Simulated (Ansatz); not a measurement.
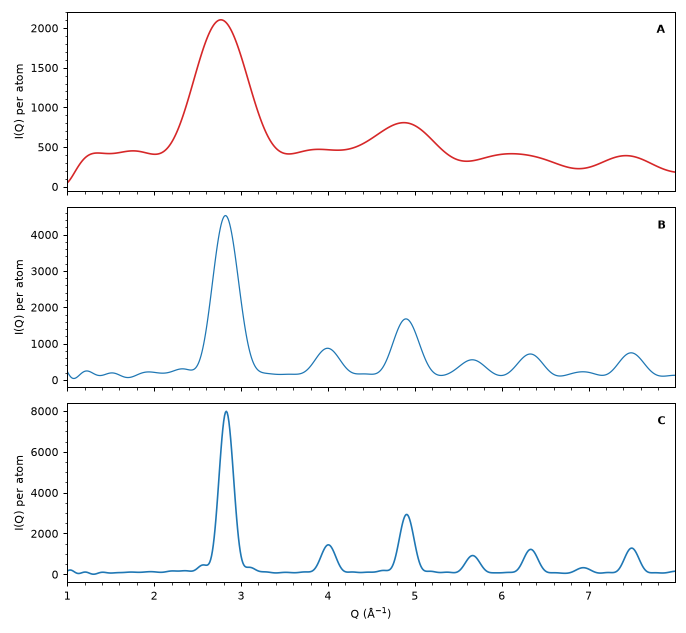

X-ray scattering of spheres cut from the crystal structure of Mo (Im-3m, a = 3.135 Å, b = 3.135 Å, c = 3.135 Å, α = 90.00°, β = 90.00°, γ = 90.00°), calculated atom by atom with the Debye equation (B = 0.5 Å², no relaxation of the surface). Structure used: the input geometry of an electronic-structure calculation (not necessarily at equilibrium).

### The spheres are 10, 20 and 36 Å across. Which curve is which?

curve A: 10 Å (27 atoms); curve B: 20 Å (283 atoms); curve C: 36 Å (1591 atoms). Peak widths go roughly as 2π/D, so the largest sphere has the sharpest peaks.

### Index the main peaks of the largest sphere.

Q ≈ 2.83 Å⁻¹: 110; Q ≈ 4.00 Å⁻¹: 200; Q ≈ 4.91 Å⁻¹: 211; Q ≈ 5.67 Å⁻¹: 220; Q ≈ 6.33 Å⁻¹: 310; Q ≈ 7.50 Å⁻¹: 321.
